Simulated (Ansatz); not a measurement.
**Errors in the vertical ionisation energy**

10 molecules of light elements (H to F); the vertical ionisation energy in eV, computed less measured. Shapes, held fixed at every level: PBE0-D4/def2-TZVP. No vibrational averaging. Programs: Ansatz 0.2.0. Measured values: NIST CCCBDB.

Levels: A = PBE-D4/def2-TZVPP; B = r2SCAN-D4/def2-TZVPP; C = B3LYP-D4/def2-TZVPP; D = B2PLYP/def2-TZVPP.

```csv
molecule,measured,A,B,C,D
CO (carbon monoxide),14.01,-0.17,-0.18,+0.17,-0.02
HF (hydrogen fluoride),16.12,+0.11,-0.08,+0.13,0.00
N2 (nitrogen),15.58,-0.19,0.00,+0.26,+0.04
HCN (hydrogen cyanide),13.61,+0.16,+0.04,+0.14,+0.17
CO2 (carbon dioxide),13.78,-0.12,-0.11,+0.04,+0.11
C2H2 (acetylene),11.49,-0.06,-0.23,-0.10,-0.10
H2CO (SMILES C=O),10.88,-0.16,-0.22,0.00,-0.01
NH3 (ammonia),10.82,+0.05,-0.13,+0.10,-0.01
C2H4 (ethylene),10.68,+0.02,-0.17,-0.05,-0.11
CH4O (methanol),10.96,-0.30,-0.28,-0.06,-0.02
```

Task: Sum up the errors.

Result: 
| level | kind | mean error | mean absolute error | worst case |
| --- | --- | --- | --- | --- |
| PBE-D4/def2-TZVPP | GGA | -0.066 | 0.134 | CH4O |
| r2SCAN-D4/def2-TZVPP | meta-GGA | -0.136 | 0.144 | CH4O |
| B3LYP-D4/def2-TZVPP | global hybrid | +0.063 | 0.105 | N2 |
| B2PLYP/def2-TZVPP | double hybrid | +0.005 | 0.059 | HCN |

On this set B2PLYP/def2-TZVPP has the smallest mean absolute error and r2SCAN-D4/def2-TZVPP the largest. r2SCAN-D4/def2-TZVPP is too low in 8 of 10. The largest two are near a tie. The set is small.

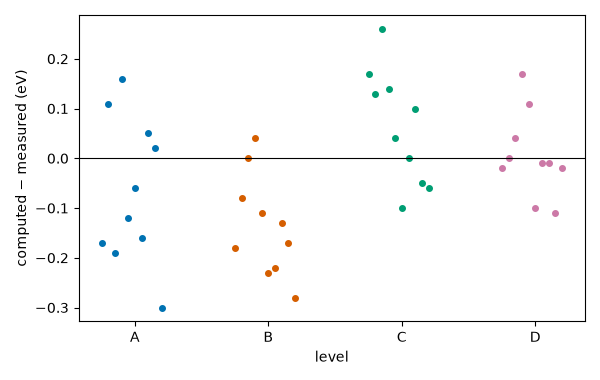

Errors of each level, one point a molecule.
